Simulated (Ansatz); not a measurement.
# C$_{2}$H$_{5}$F$_{3}$OZr (SMILES CC[O][Zr]([F])([F])[F]): what the fields show

```yaml
atoms:
  - { symbol: C, position_ang: [-0.1170, -1.6191, -2.1106] }
  - { symbol: C, position_ang: [0.4645, -2.1301, -0.8102] }
  - { symbol: F, position_ang: [1.0697, 1.9090, 0.4413] }
  - { symbol: F, position_ang: [3.7873, 0.5272, -0.2211] }
  - { symbol: F, position_ang: [2.3696, -0.0443, 2.5080] }
  - { symbol: O, position_ang: [1.1728, -1.1292, -0.1392] }
  - { symbol: Zr, position_ang: [2.1035, 0.3186, 0.6532] }
  - { symbol: H, position_ang: [-0.8099, -0.7837, -1.9275] }
  - { symbol: H, position_ang: [0.6800, -1.2665, -2.7830] }
  - { symbol: H, position_ang: [-0.6710, -2.4186, -2.6256] }
  - { symbol: H, position_ang: [1.1448, -2.9793, -0.9990] }
  - { symbol: H, position_ang: [-0.3377, -2.5010, -0.1479] }
```

Geometry: PBE0-D4/def2-SVP; core potentials replace the inner electrons of Zr.

Method: Ansatz 0.2.0, isolated molecule in a Gaussian basis; Kohn-Sham density functional theory, functional PBE0.

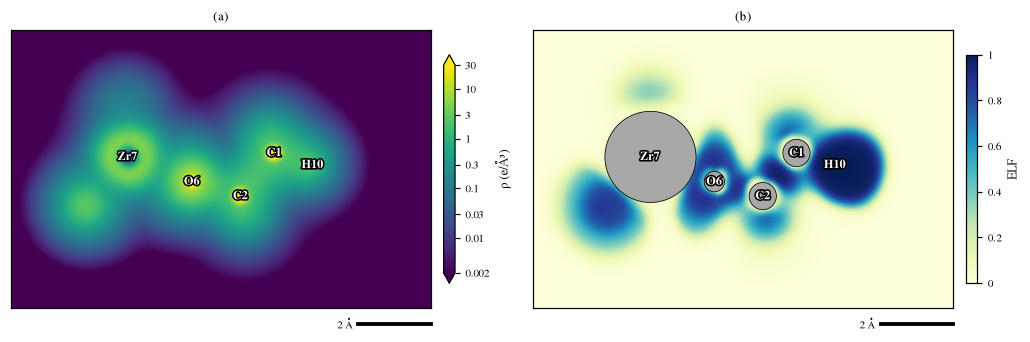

Figure 1. (a) electron density; (b) electron localisation function on the plane of atoms C2, C1 and H10. Grey discs cover the atomic cores in the ELF map.

Interpret the plot.

Answer.
- The plane passes through C, O, Zr and H nuclei.
- C–O (1.40 Å): the density is about 2.1 e/Å³ at the midpoint, with its minimum of 1.7 e/Å³ about 0.5 Å from C; the ELF peaks at about 0.90 between the atoms; a shared but strongly polarised pair.
- C–C (1.51 Å): ρ is about 1.7 e/Å³ halfway; the ELF peaks at about 0.95 between the atoms, as expected for a shared electron pair.
- Zr–O (1.89 Å): ρ at the midpoint is about 0.95 e/Å³; the ELF peaks at about 0.80 in the valence shell of O, 0.5 Å from its nucleus, and drops to about 0.20 between the two atoms.
- C–H (1.10 Å): ρ at the midpoint is about 1.9 e/Å³; the ELF climbs to about 1 towards the hydrogen, as it does in any bond to H (a covalent bond by its length).

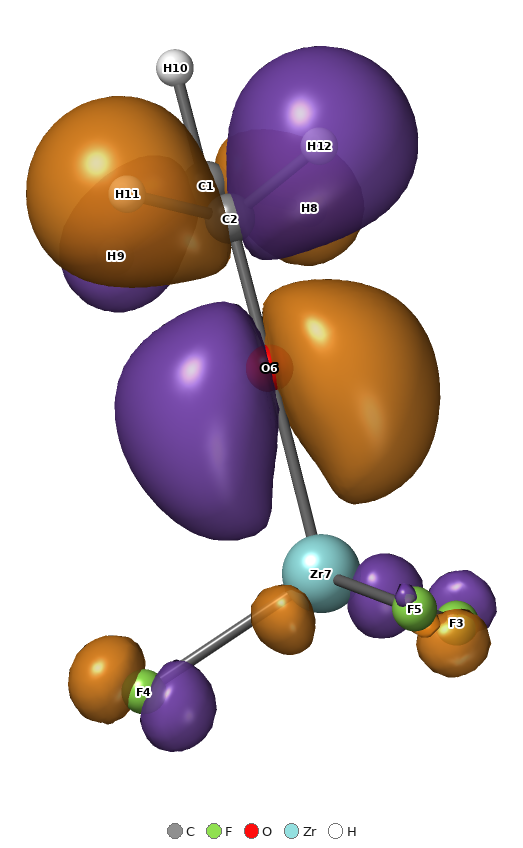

Figure 2. The HOMO at ±0.1 Å⁻³ᐟ² (orange and purple are the two phases), seen at an oblique angle.

Describe this orbital and give its energy.

Answer. Its weight (Hirshfeld) is mainly on O6 (about 45 %), C2 (about 20 %), H11 (about 10 %), H12 (about 10 %) and Zr7 (about 10 %). Its energy is −9.00 eV.

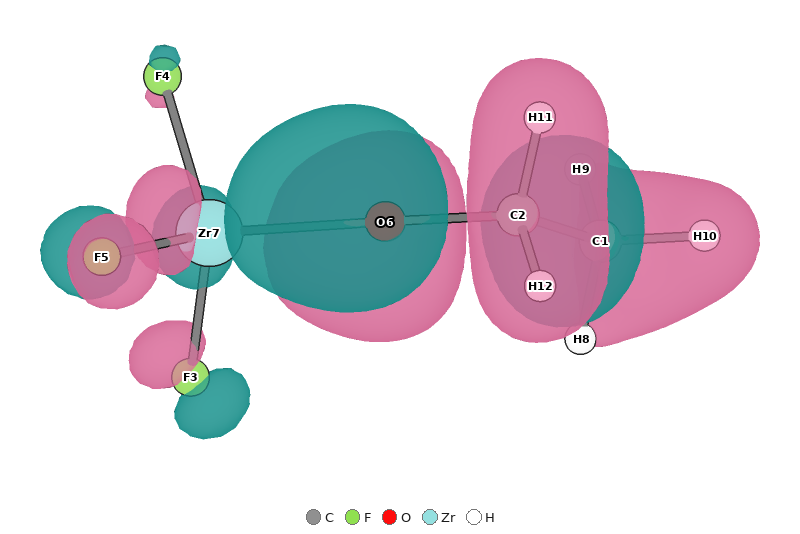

Figure 3. The HOMO−1 at ±0.08 Å⁻³ᐟ² (teal and pink are the two phases), seen from one side.

Where does this orbital lie, and at what energy?

Answer. By Hirshfeld shares it lies mainly on O6 (about 50 %), C2 (about 15 %), C1 (about 15 %) and Zr7 (about 10 %). Its energy is −9.17 eV.
